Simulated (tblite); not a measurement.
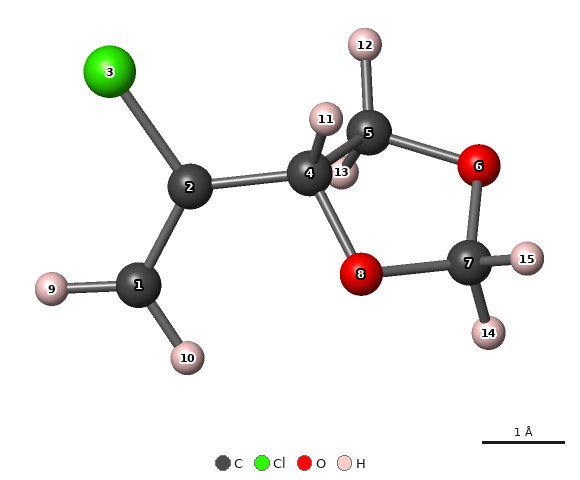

Starting structure of C5H7ClO2 (charge +1, multiplicity 2). A ball-and-stick model, seen face on.

Level of theory: tblite 0.8.0, GFN2-xTB geometry optimisation, gas phase.

```xyz
15

C     2.1105   -0.1946   -0.9633
C     1.4264   -0.6572    0.2034
Cl    2.0998   -2.0174    1.0540
C     0.1424   -0.0943    0.7194
C    -1.0822   -0.8288    0.2173
O    -2.1361    0.1261    0.3686
C    -1.4866    1.3951    0.2121
O    -0.0614    1.2517    0.2899
H     3.0352   -0.6497   -1.2846
H     1.7174    0.6708   -1.4903
H     0.1360   -0.0770    1.8232
H    -1.3136   -1.7438    0.7677
H    -1.0136   -1.0675   -0.8471
H    -1.7504    1.8198   -0.7575
H    -1.8282    2.0747    1.0107
```

### What does the optimiser find from here?

Over 72 geometry steps the energy falls by 11.1 kcal/mol. H13 moves most after the best rigid fit: 0.85 Å. By element the largest moves are H 0.85 Å, O 0.82 Å, Cl 0.38 Å, C 0.34 Å. Near-neighbour distances that change, for instance: C1–C2 1.429 → 1.342 Å, O6–C7 1.434 → 1.373 Å, C7–O8 1.435 → 1.382 Å, C4–C5 1.514 → 1.556 Å. Among the angles between lasting bonds that change: C4–O8–C7 104.6° → 109.9°, C5–O6–C7 104.2° → 109.5°, H14–C7–H15 109.2° → 105.5°. Groups turn about C4–C5 by about 55°, C5–O6 by about 50°, C4–O8 by about 40°. The run took 1.7 s on 1 thread of AMD EPYC, on a shared host.

The structure at the end:

```xyz
15

C     1.8684    0.0407   -0.9344
C     1.3913   -0.6352    0.1226
Cl    2.1576   -2.0574    0.6814
C     0.1571   -0.2243    0.9004
C    -1.1399   -0.8918    0.3600
O    -1.7674    0.1318   -0.3655
C    -1.2478    1.3449    0.0120
O    -0.0944    1.1550    0.7498
H     2.7274   -0.3091   -1.4831
H     1.4117    0.9566   -1.2704
H     0.3175   -0.4328    1.9641
H    -1.7941   -1.2233    1.1766
H    -0.9600   -1.7332   -0.3150
H    -1.0508    1.9578   -0.8901
H    -1.9812    1.9283    0.6152
```

The end point in the same view:

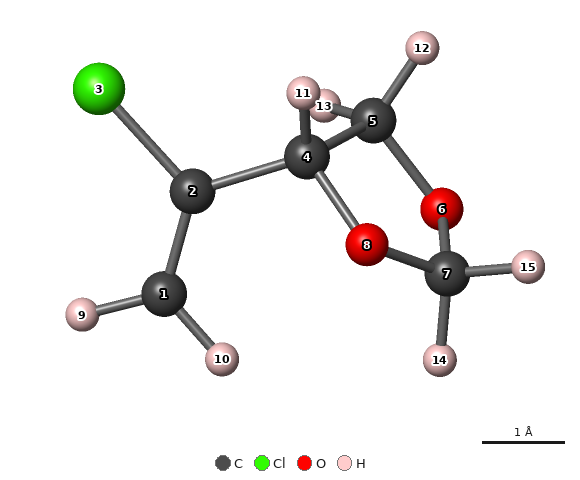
